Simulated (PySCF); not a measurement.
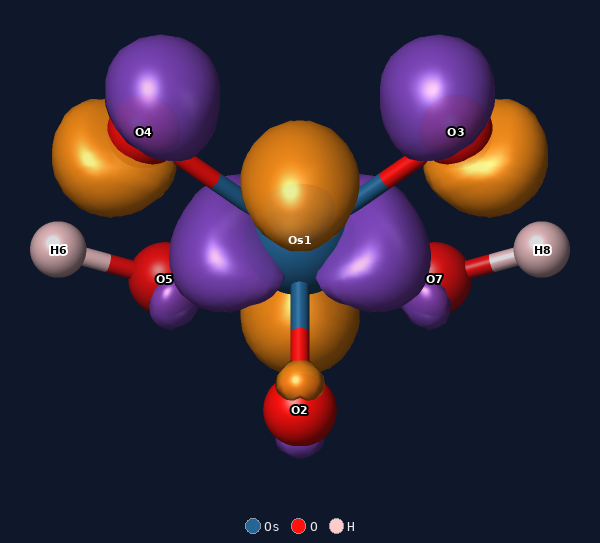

Figure. H$_{2}$O$_{5}$Os (Os(O)3(OH)2). One frontier orbital at ±0.2 Å⁻³ᐟ² (orange and purple are the two phases), seen from one side.

Core potentials replace the inner electrons of Os.

Theory: PySCF 2.14.0, RKS r2SCAN, Os def2-SVP with ECP60, O def2-SVP, H def2-SVP; non-relativistic Hamiltonian with scalar-relativistic core potentials where named; density fitting.

Input file:

```
mol = gto.M(atom='''
Os    -0.03733    -0.03733     0.10172
O      0.03268     0.03268     1.79992
O      1.57378    -0.30843    -0.43589
O     -0.30843     1.57378    -0.43589
O     -1.92218    -0.29692    -0.32700
H     -2.33609     0.57593    -0.43777
O     -0.29692    -1.92218    -0.32700
H      0.57593    -2.33609    -0.43777''',
    basis={'Os': 'def2-SVP', 'O': 'def2-SVP', 'H': 'def2-SVP'},
    ecp={'Os': 'def2-SVP'},
    charge=0, spin=0)
mf = dft.RKS(mol, xc='R2SCAN')
mf.grids.atom_grid = (75, 302)  # f atoms: at least (60, 302), unpruned
mf = mf.density_fit()  # Os def2-universal-JKFIT, O def2-universal-JKFIT, H def2-universal-JKFIT
mf.conv_tol = 1e-09; mf.max_cycle = 55
mf.kernel(dm0)
```

Run with:

```sh
OMP_NUM_THREADS=2 python run.py
```

Which orbital is it: HOMO or LUMO?

Answer. The LUMO, at −5.62 eV. Its weight (Hirshfeld) is mainly on Os1 (about 45 %), O3 (about 20 %) and O4 (about 20 %).
